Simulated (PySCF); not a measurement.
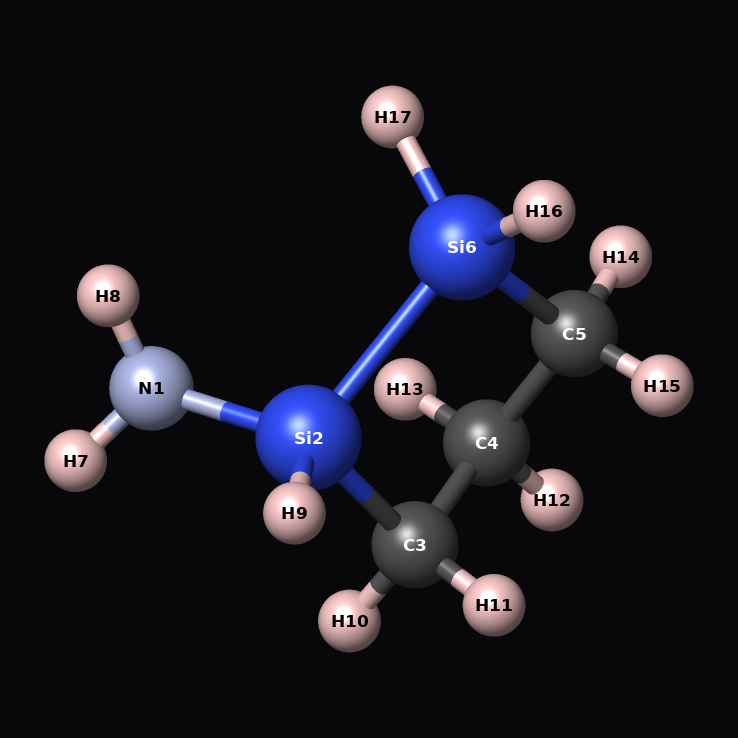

Every bond is drawn as one stick. The computed structure is the end point of a PBE0-D3(BJ)/def2-SVP optimisation. No frequency run is at hand to confirm it as a minimum. Level of theory: PBE0/pcSseg-1 (PySCF 2.14.0).

List the Mayer bond orders of N1–Si2, Si2–C3, Si2–Si6, C3–C4, C4–C5, C5–Si6 (bonds between heavy atoms, one of each equivalent set).

```
   bond  Mayer order  length (Å)
 N1–Si2         1.00       1.742
 Si2–C3         0.89       1.899
Si2–Si6         0.94       2.343
  C3–C4         1.02       1.536
  C4–C5         1.02       1.537
 C5–Si6         0.92       1.911
```
